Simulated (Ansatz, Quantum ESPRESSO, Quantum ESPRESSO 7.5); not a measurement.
# The work function of Ir(100), 5 layers, one monolayer of P on bridge sites, level by level

Wanted: work functions and the surface dipole of Ir(100), 5 layers, one monolayer of P on bridge sites at several levels, with their cost.

Method: plane-wave DFT, PBE, GBRV ultrasoft pseudopotentials (geometry and cross-check by Ansatz 0.2.0 with PAW datasets; geometry under PBE), in Quantum ESPRESSO 7.5.

## (1) The starting structure

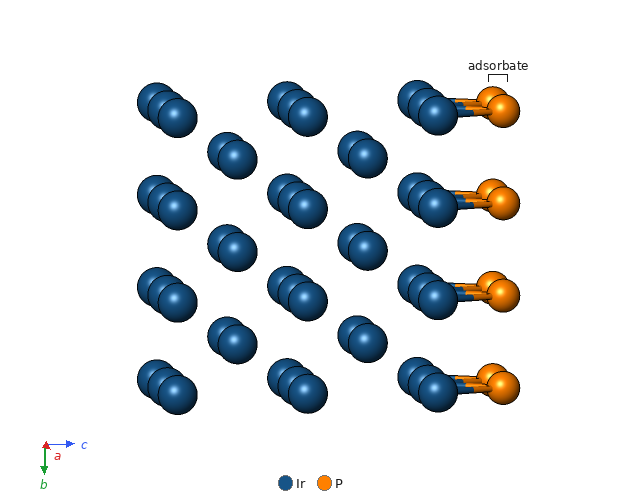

Start, viewed from the side, with the c axis across the page; iridium blue, phosphorus orange. 2×3×1 cells are drawn. Some periodic images of atoms are drawn too.

The cell holds 6 atoms: 5 Ir and 1 P. Its edges and angles: a = 2.715 Å, b = 2.715 Å, c = 26.680 Å, α = 90.0°, β = 90.0°, γ = 90.0°. It derives from Ir. Vacuum lies along c.

## (2) Geometry from Ansatz

The geometry comes first, from a plane-wave PAW code, so that the later runs on this slab share one structure.

Input file input.yaml:

```yaml
crystal:
  lattice:
    - [2.7152900398, 0.0, 0.0]
    - [0.0, 2.7152900398, 0.0]
    - [0.0, 0.0, 26.68]
  atoms:
    - { symbol: Ir, position: [0.0, 0.0, 0.3110944528] }
    - { symbol: Ir, position: [0.5, 0.5, 0.3830584708] }
    - { symbol: Ir, position: [0.0, 0.0, 0.4550224888] }
    - { symbol: Ir, position: [0.5, 0.5, 0.5269865067] }
    - { symbol: Ir, position: [0.0, 0.0, 0.5989505247] }
    - { symbol: P, position: [0.5, 0.0, 0.6767383614] }
kpoints:
  mp_grid: { grid: [10, 10, 1] }
hamiltonian:
  xc: pbe
scf:
  occupations: { method: fermi_dirac, width: 0.1 }
  convergence: { dr2_threshold: 1.0e-08 }
efield:
  axis: 3
  dipole_correction: true
  ramp_position: 0.97
  ramp_width: 0.04
relax:
  f_tol: 0.01
  constraints: [{ sites: [0, 1, 2] }]
output:
  write_potential: true
  write_density: true
  volumetric_format: npy
```

Started as:

```console
> ansatz run input.yaml --threads 4 --pin off --max-ram 8192MiB --backend cpu --events-out ev --progress --plain --runs-dir out
```

Numbers of over 12 decimals in the logs are rounded to 6 here.

Output:

```text
Engine: ansatz 0.2.0, aarch64-unknown-linux-gnu
Pseudopotentials: kind: paw
Pseudopotential: Ir, paw, valence charge 17, recommended cutoff 420 eV (normal), Ir.paw.azcp
Pseudopotential: P, paw, valence charge 5, recommended cutoff 420 eV (normal), P.paw.azcp
Functional definition: PBE
  parameter kappa = 0.804
  parameter beta = 0.066725
  exchange = pbe_x(kappa = kappa, mu = beta*pi^2/3)
  correlation = pbe_c(beta = beta)
Crystal: 6 atoms, lattice volume = 196.706 Å³
Basis set: ecut = 420 eV, 3917 PW (Γ), exchange–correlation on 40×40×360 points (8 copies of the dense FFT grid, shifted against one another)
Bands: 54, of which v1, the nominal top of the filled ones, is band 45 counted from 1 (44 counted from 0)
Symmetry: 4 space group operations
Space group: Pmm2 (ITA 25), of the structure as read, at distance tolerance 5.8e-5 Å
k-points: 36 of 100
Non-local potential: Ir, projectors of the file, l = 0: 3, l = 1: 2, l = 2: 2, l = 3: 1
Non-local potential: P, projectors of the file, l = 0: 2, l = 1: 2, l = 2: 2
PAW form: soft (Blöchl's): semilocal exchange-correlation on the pseudo side does not see the compensation charge
PAW one-centre angular grid: Ir, 590 points (default); XC on 64 Gauss nodes
PAW one-centre angular grid: P, 110 points (default); XC on 64 Gauss nodes
Initial density: superposition of atomic densities (neutral atoms: chi_scale 0, normalization atom), corrected by the library's trained network
Initial wavefunctions: pseudopotential atomic-orbital guess
Functional: x = pbe(κ = 0.804, μ = 0.219515), c = pbe(β = 0.066725)
SCF iter   1: F=—  HF=-60430.761590 eV  |F-HF|=—  |Δ(HF+E_count)|=         —  Δρ=1.59e-2  dr2=1.55e1  ethr=1.77e-3  p=0.059 e·Å  D=5.40e-2 V/Å  ΔV_dip=-1.44 eV  dr2_dipole=6.85e0  V_vac-E_F(+/−)=3.85/5.29 eV  ⟨swp⟩=8.2  Hψ=8727  notcnv=0
efield: sawtooth ramp at fractional position 0.9700 (set: `efield.ramp_position`, or a place that a band, a saddle search or an elastic batch's reference lends), width 0.0400; the density the first Hamiltonian is built on has a dipole p = 0.059 e·Å; the dipole correction subtracts the counter field D = 5.40e-2 V/Å, which shifts the + side's vacuum level by -1.44 eV against the − side's; the planar-averaged density in the ramp window peaks in size at 1.4e-5 e/Å³
preconditioner: auto → LDOS  [metal: Δε(μ)=0.012 eV  Ē_g=6.220 eV  σ=0.100 eV  W_gap=0.03  n_scr=40 (ndim 8)  ℏωp=18.7 eV  f_vac=0.510  D(μ)=6.40/eV (n_scr^D=48)  β→1.0]
SCF iter   2: F=—  HF=-60430.539900 eV  |F-HF|=—  |Δ(HF+E_count)|=   2.22e-1  Δρ=4.22e-3  dr2=7.37e-2  ethr=1.77e-3  p=0.025 e·Å  D=2.32e-2 V/Å  ΔV_dip=-0.62 eV  dr2_dipole=1.30e-2  V_vac-E_F(+/−)=4.88/5.50 eV  ⟨swp⟩=2.5  Hψ=2411  notcnv=0  defer=6
SCF iter   3: F=—  HF=-60430.540531 eV  |F-HF|=—  |Δ(HF+E_count)|=   6.30e-4  Δρ=2.98e-3  dr2=5.94e-2  ethr=8.18e-5  p=0.032 e·Å  D=2.93e-2 V/Å  ΔV_dip=-0.78 eV  dr2_dipole=1.35e-2  V_vac-E_F(+/−)=4.70/5.48 eV  ⟨swp⟩=3.1  Hψ=3862  notcnv=0  defer=6
SCF iter   4: F=—  HF=-60430.532020 eV  |F-HF|=—  |Δ(HF+E_count)|=   8.51e-3  Δρ=5.91e-4  dr2=2.47e-3  ethr=6.60e-5  p=0.029 e·Å  D=2.65e-2 V/Å  ΔV_dip=-0.71 eV  dr2_dipole=1.71e-4  V_vac-E_F(+/−)=4.84/5.55 eV  ⟨swp⟩=2.0  Hψ=2877  notcnv=0  defer=6
SCF iter   5: F=—  HF=-60430.531819 eV  |F-HF|=—  |Δ(HF+E_count)|=   2.01e-4  Δρ=1.86e-4  dr2=1.98e-4  ethr=2.75e-6  p=0.029 e·Å  D=2.68e-2 V/Å  ΔV_dip=-0.72 eV  dr2_dipole=5.75e-6  V_vac-E_F(+/−)=4.84/5.56 eV  ⟨swp⟩=2.6  Hψ=3198  notcnv=0  defer=6
SCF iter   6: F=—  HF=-60430.531804 eV  |F-HF|=—  |Δ(HF+E_count)|=   1.49e-5  Δρ=5.81e-5  dr2=1.26e-5  ethr=2.20e-7  p=0.030 e·Å  D=2.72e-2 V/Å  ΔV_dip=-0.73 eV  dr2_dipole=2.87e-7  V_vac-E_F(+/−)=4.84/5.57 eV  ⟨swp⟩=2.7  Hψ=3295  notcnv=0  defer=6
SCF iter   7: F=—  HF=-60430.531768 eV  |F-HF|=—  |Δ(HF+E_count)|=   3.55e-5  Δρ=2.49e-5  dr2=2.00e-6  ethr=1.40e-8  p=0.030 e·Å  D=2.74e-2 V/Å  ΔV_dip=-0.73 eV  dr2_dipole=2.07e-8  V_vac-E_F(+/−)=4.84/5.57 eV  ⟨swp⟩=2.7  Hψ=3249  notcnv=0  defer=6
SCF iter   8: F=—  HF=-60430.531540 eV  |F-HF|=—  |Δ(HF+E_count)|=   2.28e-4  Δρ=9.00e-6  dr2=6.07e-7  ethr=2.22e-9  p=0.030 e·Å  D=2.75e-2 V/Å  ΔV_dip=-0.73 eV  dr2_dipole=2.39e-9  V_vac-E_F(+/−)=4.84/5.58 eV  ⟨swp⟩=2.6  Hψ=3242  notcnv=0  defer=6
SCF iter   9: F=—  HF=-60430.531540 eV  |F-HF|=—  |Δ(HF+E_count)|=   2.63e-7  Δρ=2.64e-6  dr2=5.94e-8  ethr=6.74e-10  p=0.030 e·Å  D=2.75e-2 V/Å  ΔV_dip=-0.73 eV  dr2_dipole=6.70e-10  V_vac-E_F(+/−)=4.84/5.58 eV  ⟨swp⟩=2.2  Hψ=2611  notcnv=0  defer=6
SCF iter  10: F=-60430.531540 eV  HF=-60430.531540 eV  |F-HF|=3.01e-8  |Δ(HF+E_count)|=   3.06e-8  Δρ=8.57e-7  dr2=1.91e-9  ethr=1.11e-11  p=0.030 e·Å  D=2.75e-2 V/Å  ΔV_dip=-0.73 eV  dr2_dipole=3.28e-13  V_vac-E_F(+/−)=4.84/5.58 eV  ⟨swp⟩=10.7  Hψ=14274  notcnv=0
SCF 1 converged in 10 iterations: F = -60430.531540 eV  dr2 = 1.91e-9
  greatest PAW one-centre occupation: 1.000 electrons in one spin orbital (limit 2), on the Ir atom at site 2 (counted from 0), in its partial waves of l = 0
relax step   1: F+E_penalty+E_count = -60430.53154039 eV  Δ(F+E_penalty+E_count) = +0.000e0 eV  max|allowed force component| = 1.499e0 eV/Å  Δτ_max = 0.0000 Å  (10 SCF iters, accepted)
Initial density: handed on by an earlier stage of this run
Initial wavefunctions: those handed on with the density
iter 1 solved again at ethr=5.13e-4 eV; its pass at ethr=3.10e-3 eV (dr2=4.62e-1 eV) is discarded
SCF iter   1: F=—  HF=-60430.654454 eV  |F-HF|=—  |Δ(HF+E_count)|=         —  Δρ=7.92e-3  dr2=5.37e-1  ethr=5.13e-4  p=0.030 e·Å  D=2.75e-2 V/Å  ΔV_dip=-0.73 eV  dr2_dipole=2.58e-1  V_vac-E_F(+/−)=4.87/5.61 eV  ⟨swp⟩=1.7  Hψ=7900  notcnv=0  defer=3
efield: sawtooth ramp at fractional position 0.9700 (set: `efield.ramp_position`, or a place that a band, a saddle search or an elastic batch's reference lends), width 0.0400; the density the first Hamiltonian is built on has a dipole p = 0.030 e·Å; the dipole correction subtracts the counter field D = 2.75e-2 V/Å, which shifts the + side's vacuum level by -0.73 eV against the − side's; the planar-averaged density in the ramp window peaks in size at 5.9e-7 e/Å³
eigensolver tolerance schedule calibrated: the retry pair's looser diagonalisation under-reported the residual by θ = 0.14 (0.18/decade); ethr = c·dr2/N_el runs at the constant in force after the calibration composes with the one it found (an armed cap, an earlier calibration), c = 3.1e-2
preconditioner: auto → LDOS  [metal: Δε(μ)=0.060 eV  Ē_g=6.253 eV  σ=0.100 eV  W_gap=0.15  n_scr=40 (ndim 8)  ℏωp=18.7 eV  f_vac=0.507  D(μ)=6.12/eV (n_scr^D=40)  β→1.0]
[...]
SCF iter   3: F=—  HF=-60430.665910 eV  |F-HF|=—  |Δ(HF+E_count)|=   2.56e-3  Δρ=1.02e-3  dr2=5.17e-3  ethr=1.14e-5  p=0.023 e·Å  D=2.11e-2 V/Å  ΔV_dip=-0.56 eV  dr2_dipole=5.99e-5  V_vac-E_F(+/−)=5.00/5.56 eV  ⟨swp⟩=2.3  Hψ=3537  notcnv=0  defer=6
SCF iter   4: F=—  HF=-60430.664492 eV  |F-HF|=—  |Δ(HF+E_count)|=   1.42e-3  Δρ=2.16e-4  dr2=1.91e-4  ethr=3.39e-6  p=0.023 e·Å  D=2.13e-2 V/Å  ΔV_dip=-0.57 eV  dr2_dipole=6.18e-5  V_vac-E_F(+/−)=5.00/5.57 eV  ⟨swp⟩=2.9  Hψ=3639  notcnv=0  defer=6
SCF iter   5: F=—  HF=-60430.664492 eV  |F-HF|=—  |Δ(HF+E_count)|=   3.11e-7  Δρ=4.43e-5  dr2=9.22e-6  ethr=1.25e-7  p=0.023 e·Å  D=2.10e-2 V/Å  ΔV_dip=-0.56 eV  dr2_dipole=4.08e-6  V_vac-E_F(+/−)=5.01/5.57 eV  ⟨swp⟩=2.2  Hψ=3447  notcnv=0  defer=6
SCF iter   6: F=—  HF=-60430.664229 eV  |F-HF|=—  |Δ(HF+E_count)|=   2.63e-4  Δρ=1.92e-5  dr2=2.25e-6  ethr=6.04e-9  p=0.023 e·Å  D=2.09e-2 V/Å  ΔV_dip=-0.56 eV  dr2_dipole=4.25e-7  V_vac-E_F(+/−)=5.01/5.57 eV  ⟨swp⟩=3.2  Hψ=3967  notcnv=0  defer=6
SCF iter   7: F=—  HF=-60430.664229 eV  |F-HF|=—  |Δ(HF+E_count)|=   7.58e-8  Δρ=4.60e-6  dr2=7.31e-8  ethr=1.47e-9  p=0.023 e·Å  D=2.09e-2 V/Å  ΔV_dip=-0.56 eV  dr2_dipole=1.97e-8  V_vac-E_F(+/−)=5.01/5.57 eV  ⟨swp⟩=2.2  Hψ=2961  notcnv=0  defer=6
SCF iter   8: F=-60430.664229 eV  HF=-60430.664229 eV  |F-HF|=1.89e-8  |Δ(HF+E_count)|=   7.50e-8  Δρ=1.76e-6  dr2=7.83e-9  ethr=6.55e-12  p=0.023 e·Å  D=2.09e-2 V/Å  ΔV_dip=-0.56 eV  dr2_dipole=1.63e-9  V_vac-E_F(+/−)=5.01/5.57 eV  ⟨swp⟩=11.1  Hψ=15382  notcnv=0
SCF 3 converged in 8 iterations: F = -60430.664229 eV  dr2 = 7.83e-9
relax step   3: F+E_penalty+E_count = -60430.66422934 eV  Δ(F+E_penalty+E_count) = -3.424e-2 eV  max|allowed force component| = 3.249e-1 eV/Å  Δτ_max = 0.1654 Å  (8 SCF iters, accepted)
[...]
relax step   4: F+E_penalty+E_count = -60430.67040774 eV  Δ(F+E_penalty+E_count) = -6.178e-3 eV  max|allowed force component| = 4.671e-2 eV/Å  Δτ_max = 0.0447 Å  (7 SCF iters, accepted)
SCF iter   1: F=—  HF=-60430.670797 eV  |F-HF|=—  |Δ(HF+E_count)|=         —  Δρ=2.03e-4  dr2=1.49e-4  ethr=4.07e-7  p=0.024 e·Å  D=2.21e-2 V/Å  ΔV_dip=-0.59 eV  dr2_dipole=4.35e-5  V_vac-E_F(+/−)=4.98/5.57 eV  ⟨swp⟩=3.1  Hψ=4473  notcnv=0  defer=9
efield: sawtooth ramp at fractional position 0.9700 (set: `efield.ramp_position`, or a place that a band, a saddle search or an elastic batch's reference lends), width 0.0400; the density the first Hamiltonian is built on has a dipole p = 0.024 e·Å; the dipole correction subtracts the counter field D = 2.21e-2 V/Å, which shifts the + side's vacuum level by -0.59 eV against the − side's; the planar-averaged density in the ramp window peaks in size at 2.5e-7 e/Å³
preconditioner: auto → LDOS  [metal: Δε(μ)=0.026 eV  Ē_g=6.354 eV  σ=0.100 eV  W_gap=0.06  n_scr=40 (ndim 8)  ℏωp=18.7 eV  f_vac=0.511  D(μ)=5.86/eV (n_scr^D=22)  β→1.0]
SCF iter   2: F=—  HF=-60430.670799 eV  |F-HF|=—  |Δ(HF+E_count)|=   2.04e-6  Δρ=1.07e-4  dr2=5.55e-5  ethr=1.66e-7  p=0.024 e·Å  D=2.19e-2 V/Å  ΔV_dip=-0.58 eV  dr2_dipole=3.39e-7  V_vac-E_F(+/−)=4.99/5.57 eV  ⟨swp⟩=2.0  Hψ=3181  notcnv=0  defer=9
SCF iter   3: F=—  HF=-60430.670757 eV  |F-HF|=—  |Δ(HF+E_count)|=   4.21e-5  Δρ=4.62e-5  dr2=1.17e-5  ethr=6.16e-8  p=0.024 e·Å  D=2.21e-2 V/Å  ΔV_dip=-0.59 eV  dr2_dipole=1.12e-7  V_vac-E_F(+/−)=4.98/5.57 eV  ⟨swp⟩=3.1  Hψ=3605  notcnv=0  defer=9
SCF iter   4: F=—  HF=-60430.670753 eV  |F-HF|=—  |Δ(HF+E_count)|=   3.81e-6  Δρ=1.00e-5  dr2=5.16e-7  ethr=1.30e-8  p=0.024 e·Å  D=2.20e-2 V/Å  ΔV_dip=-0.59 eV  dr2_dipole=2.50e-8  V_vac-E_F(+/−)=4.98/5.57 eV  ⟨swp⟩=2.6  Hψ=3177  notcnv=0  defer=9
SCF iter   5: F=—  HF=-60430.670524 eV  |F-HF|=—  |Δ(HF+E_count)|=   2.29e-4  Δρ=1.94e-6  dr2=1.39e-8  ethr=5.73e-10  p=0.024 e·Å  D=2.20e-2 V/Å  ΔV_dip=-0.59 eV  dr2_dipole=9.70e-10  V_vac-E_F(+/−)=4.98/5.57 eV  ⟨swp⟩=2.5  Hψ=3278  notcnv=0  defer=9
SCF iter   6: F=-60430.670524 eV  HF=-60430.670524 eV  |F-HF|=6.10e-9  |Δ(HF+E_count)|=   1.62e-8  Δρ=6.38e-7  dr2=1.45e-9  ethr=1.11e-11  p=0.024 e·Å  D=2.20e-2 V/Å  ΔV_dip=-0.59 eV  dr2_dipole=7.19e-11  V_vac-E_F(+/−)=4.98/5.57 eV  ⟨swp⟩=10.7  Hψ=14366  notcnv=0
SCF 5 converged in 6 iterations: F = -60430.670524 eV  dr2 = 1.45e-9
relax step   5: F+E_penalty+E_count = -60430.67052374 eV  Δ(F+E_penalty+E_count) = -1.160e-4 eV  max|allowed force component| = 3.775e-4 eV/Å  Δτ_max = 0.0041 Å  (6 SCF iters, accepted)
NSCF: frozen V_eff on 36 k-points
the band table was solved once a step of the walk had ended and its energy, with any forces and stress, was formed, with the checks that follow a solve (9087 applications of the Hamiltonian). They found nothing against the state; the energy, forces and stress were not computed again (output.eigenvalues in the input reference)
WARN: The input density's exchange-correlation potential varies sharply where the density is thin. Do not read a vacuum level from v_tot or v_xc, or from such a field of the output density. On a cell that repeats whose density bears no net charge and no dipole along the vacuum's axis use v_es (v_loc + v_h of the components); under efield.dipole_correction with no amplitude use v_es + v_field, which holds any external [...]
SCF converged after 6 iterations
Free energy (F): -60430.670524 eV
Harris-Foulkes:  -60430.670524 eV  (|F-HF|=6.10e-9)
Internal energy: -60430.475286 eV  (E = F + TS)
E sigma→0 (E₀):  -60430.572905 eV
Entropy (-TS):   -0.195237 eV (-32.540 meV/atom)
Fermi energy:    7.038708 eV
Dipole field:    D = 0.022016 V/Å  (p = 0.023933 e·Å, saw-weighted, corrected)
Work function:   Φ+ = 4.9824 eV   Φ− = 5.5697 eV
Levels:          The Fermi level and band energies are counted from a zero that moves with the ramp; work functions are not
--- Per-component energies (eV) ---
  E_band       = -1975.322840
  E_kinetic    = 3181.744085
  E_local      = -170037.690149  (includes V_loc(G=0)·N_el)
  E_nonlocal   = 398.066409
  E_hartree    = 83603.161320
  E_xc         = -1398.605368
  E_vxc        = -1557.538949  (∫ρ·V_xc dr)
  E_paw        = -46686.621374  (= ΣΔE_a)
  E_vpaw       = -1167.381858  (= ΣTr[D̂ρ^β])
  E_aug_tail   = 0.000284  (compensation charges beyond the density's cutoff)
  E_efield     = 0.000263  (sawtooth field / dipole correction)
  E_vefield    = 1.154889  (∫n·V_field dr)
  E_ewald      = 70509.469245
  E_smearing   = -0.195237  (= −TS)
  E_closure    = 0.000000  (closes the sum)
  Σ components = -60430.670524   (vs F -60430.670524, Δ=0.00e0)
--- Forces (eV/Å), atoms counted from 1 ---
  atom   1  Ir     0.00000000     0.00000000     0.54373403
  atom   2  Ir    -0.00000000     0.00000000    -0.90859780
  atom   3  Ir     0.00000000     0.00000000     0.36584336
  atom   4  Ir    -0.00000000     0.00000000    -0.00037463
  atom   5  Ir    -0.00000000     0.00000000    -0.00037750
  atom   6  P     -0.00000000     0.00000000    -0.00023089
  max |Σ_I F_I| component: 3.44e-6 eV/Å
--- Band table (eV; the first three rows and the last of 36) ---
  k-point 0: bands = [... 41 lower, 6.1348, 6.1462, 6.6844, 6.7908, 6.9568, 7.2028, 7.7088, 8.0442, ... 5 higher]
  k-point 1: bands = [... 41 lower, 6.0501, 6.0776, 6.2661, 6.7017, 6.7245, 7.2862, 7.4390, 7.8247, ... 5 higher]
  k-point 2: bands = [... 41 lower, 5.8866, 5.9552, 5.9648, 6.3766, 6.8537, 6.9764, 7.1969, 7.8450, ... 5 higher]
  k-point 35: bands = [... 41 lower, 7.5268, 8.1002, 8.5607, 8.5778, 8.7413, 8.8497, 8.9822, 9.3405, ... 5 higher]
--- Relaxed structure (5 steps of the walk, 5 accepted, 0 SCFs on fresh bases) ---
  F+E_penalty+E_count = -60430.67052374 eV   max|allowed force component| = 3.775e-4 eV/Å
  atoms:
    - { symbol: Ir, position: [0.0, 0.0, 0.3110944528] }
    - { symbol: Ir, position: [0.500000, 0.500000, 0.3830584708] }
    - { symbol: Ir, position: [0.0, 0.0, 0.455022] }
    - { symbol: Ir, position: [0.500000, 0.500000, 0.528017] }
    - { symbol: Ir, position: [6.6930079850784784e-18, 0.0, 0.603041] }
    - { symbol: P, position: [0.500000, 0.0, 0.674156] }
```

It took 43 s on 4 threads of Arm Neoverse V1, shared host; peak memory 0.67 GiB; 2.8 min of CPU time.

Step by step:

| step | energy less that of the first step (eV) | largest force component (eV/Å) |
| --- | --- | --- |
| 1 | 0.0000 | 1.4990 |
| 2 | -0.0984 | 0.5247 |
| 3 | -0.1327 | 0.3249 |
| 4 | -0.1389 | 0.0467 |
| 5 | -0.1390 | 0.0004 |

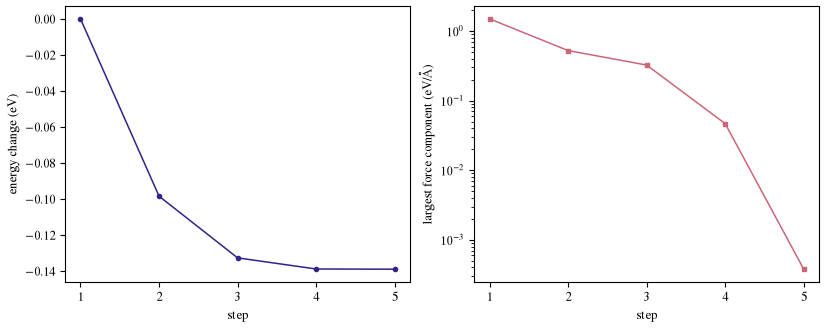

Energy and largest force along the relaxation.

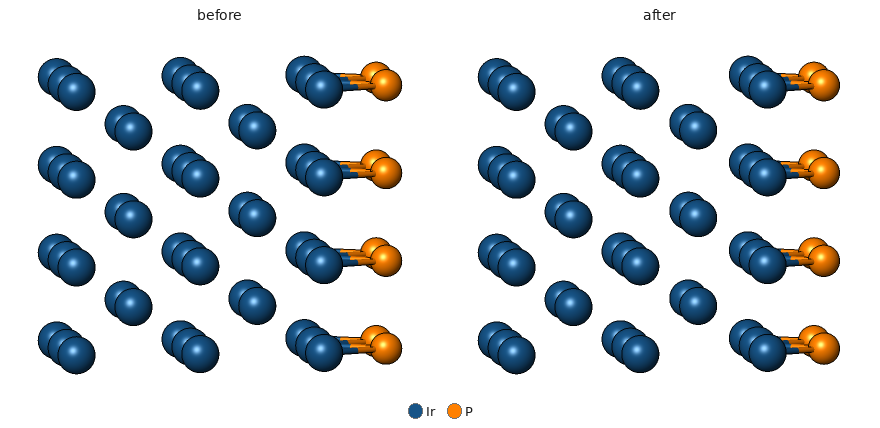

The structure before and after the relaxation, drawn at the same scale.

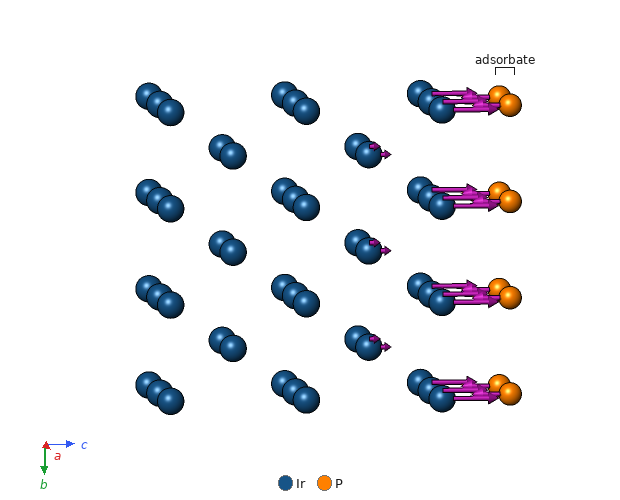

Displacements in the relaxation, exaggerated; the longest in the cell stands for 0.11 Å. 2×3×1 cells are drawn. Some periodic images of atoms are drawn too.

The atoms that moved most (Å):

| atom | dx | dy | dz | length |
| --- | --- | --- | --- | --- |
| Ir5 | 0.000 | 0.000 | 0.109 | 0.109 |
| P6 | 0.000 | 0.000 | -0.069 | 0.069 |
| Ir4 | 0.000 | 0.000 | 0.027 | 0.027 |

The relaxed structure:

```cif
data_structure
_symmetry_space_group_name_H-M 'P 1'
_symmetry_Int_Tables_number 1
_cell_length_a 2.7153
_cell_length_b 2.7153
_cell_length_c 26.6800
_cell_angle_alpha 90.000
_cell_angle_beta 90.000
_cell_angle_gamma 90.000
_cell_volume 196.71
loop_
_atom_site_label
_atom_site_type_symbol
_atom_site_fract_x
_atom_site_fract_y
_atom_site_fract_z
_atom_site_occupancy
Ir1 Ir 0.00000 0.00000 0.31109 1
Ir2 Ir 0.50000 0.50000 0.38306 1
Ir3 Ir 0.00000 0.00000 0.45502 1
Ir4 Ir 0.50000 0.50000 0.52802 1
Ir5 Ir 0.00000 0.00000 0.60304 1
P6 P 0.50000 0.00000 0.67416 1
```

The relaxation lowers the energy by 23 meV an atom. Held were the atoms numbered 1, 2 and 3; the forces quoted are those on the free ones.

Numbers from this step:

```
free energy                     : -60430.6705 eV
energy at zero smearing         : -60430.5729 eV
smearing term TS                : 0.1952 eV
Fermi energy                    : 7.039 eV
symmetry operations             : 4
work function of the upper face : 4.982 eV
work function of the lower face : 5.570 eV
dipole along the normal         : 0.02393 e·Å
```

(Continued in part 2 of 6.)

[Logs are printed without paths, hosts, clocks, repeated set-up lines and the standing remarks that a program may print on its own settings, such as how far it seeks lower states.]

[Hosts, paths, dates, database ids (printed as entryN), source tags and the programs' standing remarks are cut or masked in the printed files.]

[Maps of the electrostatic potential energy from Ansatz leave out the sawtooth potential of an applied field or a dipole correction, so their vacuum need not be flat; planar profiles and work functions include it.]
